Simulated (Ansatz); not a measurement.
## Molecular dynamics of SiH5ClF2 (part 1 of 3)

System: SiH5ClF2.
Method: RKS PBE-D4/def2-SVP (Ansatz 0.2.0).

It belongs to a series of runs on one base structure; here: dynamics from the highest image of the converged band. Figures and captions count atoms from 1; the log counts them from 0 in places.

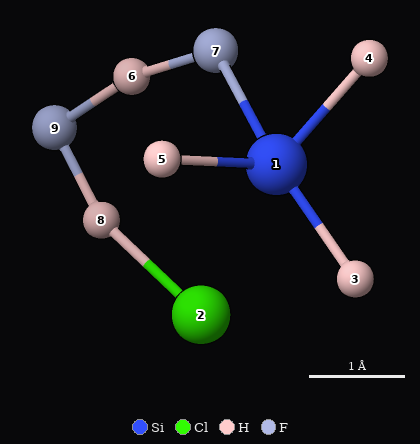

**Figure 1.** The starting structure (ball-and-stick view, seen at a tilt; atoms are numbered from 1 in the order of the input). Bond lengths as drawn: Cl–H 1.60 Å, F–H 1.12 to 1.16 Å, F–Si 1.89 Å and H–Si 1.50 to 1.51 Å.

**Key numbers**

| quantity | value |
| --- | --- |
| outcome | finished |
| mean temperature over the second half | 921 K |
| trajectory | 200 steps, 100 fs |
| ensemble | nve |
| temperature in the input | 300.0 K |
| time step | 0.5 fs |
| potential energy (last step) | −25891.2562 eV |
| mean-field energy (last step) | −25891.1366 eV |
| largest force (length of the vector) (last step) | 1.393 eV/Å |
| hardware | 2 threads of Arm Neoverse V1, 24 GiB of memory available, shared host |
| wall time | 4.6 min (CPU time 8.9 min) |
| peak memory | 0.12 GiB |

So short a trajectory is not equilibrated.

**Input file**
```yaml
crystal:
  periodic: [false, false, false]
  atoms:
    - { symbol: Si, position_ang: [-0.413472, 0.90759, -0.650218] }
    - { symbol: Cl, position_ang: [1.024319, -1.026467, -1.027721] }
    - { symbol: H, position_ang: [-0.206893, 1.017035, -2.139454] }
    - { symbol: H, position_ang: [-1.847114, 1.352243, -0.519498] }
    - { symbol: H, position_ang: [0.551404, 1.808038, 0.053242] }
    - { symbol: H, position_ang: [-0.104122, -0.853385, 1.343839] }
    - { symbol: F, position_ang: [-0.868302, -0.149614, 0.853239] }
    - { symbol: H, position_ang: [1.080263, -1.497428, 0.50247] }
    - { symbol: F, position_ang: [0.784017, -1.558113, 1.584003] }
basis:
  gaussian: { orbitals: def2-SVP }
hamiltonian:
  xc: pbe
  dispersion: d4
md:
  timestep: 0.5
  n_steps: 200
  ensemble: nve
  temperature: 300.0
  initial_velocities: maxwell_boltzmann
  seed: 8950
```

Run as:
```bash
ansatz run input.yaml --threads 2 --pin off --max-ram 3072MiB --backend cpu --events-out ev --progress --plain --runs-dir out
```

**The program's output**
```
Engine: ansatz 0.2.0, aarch64-unknown-linux-gnu
Functional definition: PBE
  parameter kappa = 0.804
  parameter beta = 0.06672455060314922
  exchange = pbe_x(kappa = kappa, mu = beta*pi^2/3)
  correlation = pbe_c(beta = beta)
977 factors; their error is unknown
mean field evaluation 1: about -25888.4985 eV, gradient 3.5e1 eV
mean field evaluation 2: about -25885.9467 eV, gradient 5.6e1 eV
mean field evaluation 4: about -25890.6137 eV, gradient 2.0e0 eV
mean field evaluation 8: about -25890.6257 eV, gradient 5.3e-2 eV
mean field evaluation 16: about -25890.5585 eV, gradient 1.3e-5 eV
mean field -25890.55849515 eV, -951.4604754458 hartree, gradient 1.3e-5 eV, S^2 0.000000; 0 other end points of the search recorded, 0 dependent functions left out
the calculation of the forces begins
reference -25890.55852516 eV, -951.4604765487 hartree; 27, 27 occupied and 62, 62 virtual orbitals, 977 factors
md step     0: t =     0.00 fs  T =   300.0 K  F+E_penalty+E_count = -25890.71623263 eV  E_kin = 0.271446 eV  conserved = -25890.44478663 eV  (25 SCF iters)
these checks for a lower state are left out or cut short: starts, cluster_reference, orbital_swaps, neighbouring_geometries, increment
977 factors; their error is unknown
mean field -25890.55405304 eV, -951.4603122012 hartree, gradient 1.9e-5 eV, S^2 0.000000; 0 other end points of the search recorded, 0 dependent functions left out
the calculation of the forces begins
reference -25890.55408308 eV, -951.4603133052 hartree; 27, 27 occupied and 62, 62 virtual orbitals, 977 factors
md step     1: t =     0.50 fs  T =   295.1 K  F+E_penalty+E_count = -25890.71170503 eV  E_kin = 0.266985 eV  conserved = -25890.44472034 eV  (29 SCF iters)
[... from here on the SCF iterations and repeated set-up lines of each step are left out, up to the last step ...]
md step     2: t =     1.00 fs  T =   280.8 K  F+E_penalty+E_count = -25890.69865076 eV  E_kin = 0.254054 eV  conserved = -25890.44459705 eV  (29 SCF iters)
md step     3: t =     1.50 fs  T =   259.1 K  F+E_penalty+E_count = -25890.67890750 eV  E_kin = 0.234466 eV  conserved = -25890.44444200 eV  (30 SCF iters)
md step     4: t =     2.00 fs  T =   232.7 K  F+E_penalty+E_count = -25890.65484572 eV  E_kin = 0.210568 eV  conserved = -25890.44427747 eV  (30 SCF iters)
md step     5: t =     2.50 fs  T =   204.3 K  F+E_penalty+E_count = -25890.62902067 eV  E_kin = 0.184899 eV  conserved = -25890.44412128 eV  (30 SCF iters)
md step     6: t =     3.00 fs  T =   176.7 K  F+E_penalty+E_count = -25890.60388294 eV  E_kin = 0.159896 eV  conserved = -25890.44398678 eV  (30 SCF iters)
md step     7: t =     3.50 fs  T =   152.2 K  F+E_penalty+E_count = -25890.58155846 eV  E_kin = 0.137675 eV  conserved = -25890.44388303 eV  (30 SCF iters)
md step     8: t =     4.00 fs  T =   132.5 K  F+E_penalty+E_count = -25890.56369516 eV  E_kin = 0.119879 eV  conserved = -25890.44381568 eV  (29 SCF iters)
md step     9: t =     4.50 fs  T =   118.9 K  F+E_penalty+E_count = -25890.55136602 eV  E_kin = 0.107579 eV  conserved = -25890.44378751 eV  (30 SCF iters)
md step    10: t =     5.00 fs  T =   111.9 K  F+E_penalty+E_count = -25890.54501962 eV  E_kin = 0.101221 eV  conserved = -25890.44379903 eV  (29 SCF iters)
md step    11: t =     5.50 fs  T =   111.2 K  F+E_penalty+E_count = -25890.54447189 eV  E_kin = 0.100623 eV  conserved = -25890.44384865 eV  (30 SCF iters)
md step    12: t =     6.00 fs  T =   116.1 K  F+E_penalty+E_count = -25890.54893704 eV  E_kin = 0.105005 eV  conserved = -25890.44393176 eV  (29 SCF iters)
md step    13: t =     6.50 fs  T =   125.0 K  F+E_penalty+E_count = -25890.55710250 eV  E_kin = 0.113061 eV  conserved = -25890.44404148 eV  (29 SCF iters)
md step    14: t =     7.00 fs  T =   136.0 K  F+E_penalty+E_count = -25890.56724959 eV  E_kin = 0.123082 eV  conserved = -25890.44416720 eV  (29 SCF iters)
md step    15: t =     7.50 fs  T =   147.1 K  F+E_penalty+E_count = -25890.57742913 eV  E_kin = 0.133135 eV  conserved = -25890.44429442 eV  (30 SCF iters)
md step    16: t =     8.00 fs  T =   156.2 K  F+E_penalty+E_count = -25890.58569583 eV  E_kin = 0.141289 eV  conserved = -25890.44440692 eV  (30 SCF iters)
md step    17: t =     8.50 fs  T =   161.3 K  F+E_penalty+E_count = -25890.59038678 eV  E_kin = 0.145904 eV  conserved = -25890.44448293 eV  (27 SCF iters)
md step    18: t =     9.00 fs  T =   161.3 K  F+E_penalty+E_count = -25890.59043918 eV  E_kin = 0.145935 eV  conserved = -25890.44450418 eV  (29 SCF iters)
md step    19: t =     9.50 fs  T =   156.1 K  F+E_penalty+E_count = -25890.58567893 eV  E_kin = 0.141222 eV  conserved = -25890.44445693 eV  (30 SCF iters)
md step    20: t =    10.00 fs  T =   146.6 K  F+E_penalty+E_count = -25890.57701655 eV  E_kin = 0.132678 eV  conserved = -25890.44433877 eV  (30 SCF iters)
md step    21: t =    10.50 fs  T =   135.2 K  F+E_penalty+E_count = -25890.56645202 eV  E_kin = 0.122286 eV  conserved = -25890.44416556 eV  (29 SCF iters)
md step    22: t =    11.00 fs  T =   124.7 K  F+E_penalty+E_count = -25890.55680380 eV  E_kin = 0.112831 eV  conserved = -25890.44397288 eV  (29 SCF iters)
md step    23: t =    11.50 fs  T =   118.6 K  F+E_penalty+E_count = -25890.55114357 eV  E_kin = 0.107333 eV  conserved = -25890.44381017 eV  (29 SCF iters)
md step    24: t =    12.00 fs  T =   119.7 K  F+E_penalty+E_count = -25890.55203020 eV  E_kin = 0.108303 eV  conserved = -25890.44372676 eV  (28 SCF iters)
md step    25: t =    12.50 fs  T =   129.3 K  F+E_penalty+E_count = -25890.56075651 eV  E_kin = 0.117003 eV  conserved = -25890.44375384 eV  (29 SCF iters)
md step    26: t =    13.00 fs  T =   147.0 K  F+E_penalty+E_count = -25890.57687970 eV  E_kin = 0.132988 eV  conserved = -25890.44389146 eV  (28 SCF iters)
md step    27: t =    13.50 fs  T =   170.3 K  F+E_penalty+E_count = -25890.59823204 eV  E_kin = 0.154126 eV  conserved = -25890.44410580 eV  (28 SCF iters)
md step    28: t =    14.00 fs  T =   195.7 K  F+E_penalty+E_count = -25890.62143558 eV  E_kin = 0.177093 eV  conserved = -25890.44434295 eV  (28 SCF iters)
md step    29: t =    14.50 fs  T =   219.0 K  F+E_penalty+E_count = -25890.64273228 eV  E_kin = 0.198187 eV  conserved = -25890.44454577 eV  (28 SCF iters)
md step    30: t =    15.00 fs  T =   236.7 K  F+E_penalty+E_count = -25890.65885006 eV  E_kin = 0.214175 eV  conserved = -25890.44467461 eV  (28 SCF iters)
md step    31: t =    15.50 fs  T =   246.4 K  F+E_penalty+E_count = -25890.66763544 eV  E_kin = 0.222923 eV  conserved = -25890.44471257 eV  (29 SCF iters)
md step    32: t =    16.00 fs  T =   247.2 K  F+E_penalty+E_count = -25890.66833770 eV  E_kin = 0.223671 eV  conserved = -25890.44466680 eV  (28 SCF iters)
md step    33: t =    16.50 fs  T =   239.8 K  F+E_penalty+E_count = -25890.66154394 eV  E_kin = 0.216990 eV  conserved = -25890.44455406 eV  (29 SCF iters)
md step    34: t =    17.00 fs  T =   226.0 K  F+E_penalty+E_count = -25890.64889604 eV  E_kin = 0.204494 eV  conserved = -25890.44440218 eV  (30 SCF iters)
md step    35: t =    17.50 fs  T =   208.3 K  F+E_penalty+E_count = -25890.63268368 eV  E_kin = 0.188446 eV  conserved = -25890.44423766 eV  (29 SCF iters)
md step    36: t =    18.00 fs  T =   189.4 K  F+E_penalty+E_count = -25890.61543989 eV  E_kin = 0.171358 eV  conserved = -25890.44408176 eV  (27 SCF iters)
md step    37: t =    18.50 fs  T =   172.0 K  F+E_penalty+E_count = -25890.59959608 eV  E_kin = 0.155646 eV  conserved = -25890.44395038 eV  (30 SCF iters)
md step    38: t =    19.00 fs  T =   158.4 K  F+E_penalty+E_count = -25890.58721996 eV  E_kin = 0.143366 eV  conserved = -25890.44385431 eV  (28 SCF iters)
md step    39: t =    19.50 fs  T =   150.3 K  F+E_penalty+E_count = -25890.57983863 eV  E_kin = 0.136039 eV  conserved = -25890.44379914 eV  (29 SCF iters)
md step    40: t =    20.00 fs  T =   148.7 K  F+E_penalty+E_count = -25890.57833938 eV  E_kin = 0.134553 eV  conserved = -25890.44378684 eV  (30 SCF iters)
md step    41: t =    20.50 fs  T =   153.8 K  F+E_penalty+E_count = -25890.58293318 eV  E_kin = 0.139116 eV  conserved = -25890.44381673 eV  (30 SCF iters)
md step    42: t =    21.00 fs  T =   165.0 K  F+E_penalty+E_count = -25890.59316789 eV  E_kin = 0.149283 eV  conserved = -25890.44388498 eV  (30 SCF iters)
md step    43: t =    21.50 fs  T =   181.3 K  F+E_penalty+E_count = -25890.60798656 eV  E_kin = 0.164001 eV  conserved = -25890.44398602 eV  (29 SCF iters)
md step    44: t =    22.00 fs  T =   200.8 K  F+E_penalty+E_count = -25890.62582295 eV  E_kin = 0.181711 eV  conserved = -25890.44411193 eV  (30 SCF iters)
md step    45: t =    22.50 fs  T =   221.6 K  F+E_penalty+E_count = -25890.64473709 eV  E_kin = 0.200485 eV  conserved = -25890.44425166 eV  (29 SCF iters)
md step    46: t =    23.00 fs  T =   241.2 K  F+E_penalty+E_count = -25890.66259681 eV  E_kin = 0.218205 eV  conserved = -25890.44439150 eV  (29 SCF iters)
md step    47: t =    23.50 fs  T =   257.3 K  F+E_penalty+E_count = -25890.67730869 eV  E_kin = 0.232794 eV  conserved = -25890.44451489 eV  (29 SCF iters)
md step    48: t =    24.00 fs  T =   268.0 K  F+E_penalty+E_count = -25890.68709735 eV  E_kin = 0.242497 eV  conserved = -25890.44460057 eV  (28 SCF iters)
md step    49: t =    24.50 fs  T =   272.1 K  F+E_penalty+E_count = -25890.69082622 eV  E_kin = 0.246200 eV  conserved = -25890.44462656 eV  (28 SCF iters)
md step    50: t =    25.00 fs  T =   269.4 K  F+E_penalty+E_count = -25890.68831901 eV  E_kin = 0.243742 eV  conserved = -25890.44457678 eV  (28 SCF iters)
md step    51: t =    25.50 fs  T =   261.0 K  F+E_penalty+E_count = -25890.68060181 eV  E_kin = 0.236158 eV  conserved = -25890.44444428 eV  (28 SCF iters)
md step    52: t =    26.00 fs  T =   249.5 K  F+E_penalty+E_count = -25890.66997242 eV  E_kin = 0.225731 eV  conserved = -25890.44424158 eV  (29 SCF iters)
md step    53: t =    26.50 fs  T =   238.5 K  F+E_penalty+E_count = -25890.65977593 eV  E_kin = 0.215772 eV  conserved = -25890.44400419 eV  (29 SCF iters)
md step    54: t =    27.00 fs  T =   232.1 K  F+E_penalty+E_count = -25890.65383120 eV  E_kin = 0.210044 eV  conserved = -25890.44378737 eV  (29 SCF iters)
md step    55: t =    27.50 fs  T =   234.2 K  F+E_penalty+E_count = -25890.65557041 eV  E_kin = 0.211918 eV  conserved = -25890.44365210 eV  (25 SCF iters)
md step    56: t =    28.00 fs  T =   247.0 K  F+E_penalty+E_count = -25890.66711233 eV  E_kin = 0.223469 eV  conserved = -25890.44364293 eV  (28 SCF iters)
md step    57: t =    28.50 fs  T =   270.6 K  F+E_penalty+E_count = -25890.68859594 eV  E_kin = 0.244827 eV  conserved = -25890.44376882 eV  (28 SCF iters)
md step    58: t =    29.00 fs  T =   302.9 K  F+E_penalty+E_count = -25890.71805340 eV  E_kin = 0.274055 eV  conserved = -25890.44399796 eV  (28 SCF iters)
md step    59: t =    29.50 fs  T =   340.0 K  F+E_penalty+E_count = -25890.75189400 eV  E_kin = 0.307623 eV  conserved = -25890.44427058 eV  (28 SCF iters)
md step    60: t =    30.00 fs  T =   377.2 K  F+E_penalty+E_count = -25890.78581146 eV  E_kin = 0.341289 eV  conserved = -25890.44452219 eV  (28 SCF iters)
md step    61: t =    30.50 fs  T =   410.1 K  F+E_penalty+E_count = -25890.81577336 eV  E_kin = 0.371069 eV  conserved = -25890.44470403 eV  (29 SCF iters)
md step    62: t =    31.00 fs  T =   435.4 K  F+E_penalty+E_count = -25890.83878566 eV  E_kin = 0.393993 eV  conserved = -25890.44479288 eV  (29 SCF iters)
md step    63: t =    31.50 fs  T =   451.5 K  F+E_penalty+E_count = -25890.85328382 eV  E_kin = 0.408494 eV  conserved = -25890.44478988 eV  (29 SCF iters)
md step    64: t =    32.00 fs  T =   458.1 K  F+E_penalty+E_count = -25890.85916457 eV  E_kin = 0.414458 eV  conserved = -25890.44470649 eV  (29 SCF iters, 3 dispersion substeps)
md step    65: t =    32.50 fs  T =   456.5 K  F+E_penalty+E_count = -25890.85759143 eV  E_kin = 0.413025 eV  conserved = -25890.44456611 eV  (30 SCF iters, 3 dispersion substeps)
md step    66: t =    33.00 fs  T =   449.0 K  F+E_penalty+E_count = -25890.85066032 eV  E_kin = 0.406267 eV  conserved = -25890.44439316 eV  (29 SCF iters, 3 dispersion substeps)
md step    67: t =    33.50 fs  T =   438.6 K  F+E_penalty+E_count = -25890.84102990 eV  E_kin = 0.396820 eV  conserved = -25890.44420992 eV  (29 SCF iters, 3 dispersion substeps)
md step    68: t =    34.00 fs  T =   428.3 K  F+E_penalty+E_count = -25890.83156018 eV  E_kin = 0.387523 eV  conserved = -25890.44403673 eV  (29 SCF iters, 3 dispersion substeps)
md step    69: t =    34.50 fs  T =   421.2 K  F+E_penalty+E_count = -25890.82498228 eV  E_kin = 0.381092 eV  conserved = -25890.44389054 eV  (29 SCF iters, 3 dispersion substeps)
md step    70: t =    35.00 fs  T =   419.8 K  F+E_penalty+E_count = -25890.82361887 eV  E_kin = 0.379834 eV  conserved = -25890.44378445 eV  (29 SCF iters, 3 dispersion substeps)
md step    71: t =    35.50 fs  T =   426.0 K  F+E_penalty+E_count = -25890.82916507 eV  E_kin = 0.385437 eV  conserved = -25890.44372759 eV  (29 SCF iters, 3 dispersion substeps)
md step    72: t =    36.00 fs  T =   440.8 K  F+E_penalty+E_count = -25890.84253463 eV  E_kin = 0.398810 eV  conserved = -25890.44372508 eV  (30 SCF iters, 3 dispersion substeps)
md step    73: t =    36.50 fs  T =   464.2 K  F+E_penalty+E_count = -25890.86377442 eV  E_kin = 0.419996 eV  conserved = -25890.44377792 eV  (26 SCF iters, 3 dispersion substeps)
md step    74: t =    37.00 fs  T =   495.3 K  F+E_penalty+E_count = -25890.89205089 eV  E_kin = 0.448168 eV  conserved = -25890.44388275 eV  (29 SCF iters, 3 dispersion substeps)
md step    75: t =    37.50 fs  T =   532.4 K  F+E_penalty+E_count = -25890.92571365 eV  E_kin = 0.481683 eV  conserved = -25890.44403028 eV  (28 SCF iters, 3 dispersion substeps)
md step    76: t =    38.00 fs  T =   572.8 K  F+E_penalty+E_count = -25890.96244828 eV  E_kin = 0.518243 eV  conserved = -25890.44420548 eV  (28 SCF iters, 3 dispersion substeps)
md step    77: t =    38.50 fs  T =   613.5 K  F+E_penalty+E_count = -25890.99952329 eV  E_kin = 0.555134 eV  conserved = -25890.44438926 eV  (27 SCF iters, 3 dispersion substeps)
md step    78: t =    39.00 fs  T =   651.6 K  F+E_penalty+E_count = -25891.03411688 eV  E_kin = 0.589560 eV  conserved = -25890.44455662 eV  (27 SCF iters, 3 dispersion substeps)
md step    79: t =    39.50 fs  T =   684.1 K  F+E_penalty+E_count = -25891.06370361 eV  E_kin = 0.619019 eV  conserved = -25890.44468459 eV  (27 SCF iters, 3 dispersion substeps)
md step    80: t =    40.00 fs  T =   709.2 K  F+E_penalty+E_count = -25891.08642538 eV  E_kin = 0.641672 eV  conserved = -25890.44475354 eV  (27 SCF iters, 3 dispersion substeps)
md step    81: t =    40.50 fs  T =   725.7 K  F+E_penalty+E_count = -25891.10138657 eV  E_kin = 0.656635 eV  conserved = -25890.44475181 eV  (27 SCF iters, 3 dispersion substeps)
md step    82: t =    41.00 fs  T =   734.0 K  F+E_penalty+E_count = -25891.10881502 eV  E_kin = 0.664138 eV  conserved = -25890.44467682 eV  (27 SCF iters, 3 dispersion substeps)
md step    83: t =    41.50 fs  T =   735.6 K  F+E_penalty+E_count = -25891.11007820 eV  E_kin = 0.665542 eV  conserved = -25890.44453589 eV  (27 SCF iters, 3 dispersion substeps)
md step    84: t =    42.00 fs  T =   733.0 K  F+E_penalty+E_count = -25891.10755835 eV  E_kin = 0.663215 eV  conserved = -25890.44434359 eV  (27 SCF iters, 3 dispersion substeps)
md step    85: t =    42.50 fs  T =   729.7 K  F+E_penalty+E_count = -25891.10438533 eV  E_kin = 0.660255 eV  conserved = -25890.44413024 eV  (27 SCF iters, 3 dispersion substeps)
md step    86: t =    43.00 fs  T =   729.4 K  F+E_penalty+E_count = -25891.10395504 eV  E_kin = 0.660013 eV  conserved = -25890.44394215 eV  (27 SCF iters, 3 dispersion substeps)
md step    87: t =    43.50 fs  T =   735.4 K  F+E_penalty+E_count = -25891.10921322 eV  E_kin = 0.665378 eV  conserved = -25890.44383501 eV  (27 SCF iters, 3 dispersion substeps)
md step    88: t =    44.00 fs  T =   749.3 K  F+E_penalty+E_count = -25891.12182297 eV  E_kin = 0.677970 eV  conserved = -25890.44385281 eV  (27 SCF iters, 3 dispersion substeps)
md step    89: t =    44.50 fs  T =   770.9 K  F+E_penalty+E_count = -25891.14152051 eV  E_kin = 0.697516 eV  conserved = -25890.44400470 eV  (27 SCF iters, 3 dispersion substeps)
```
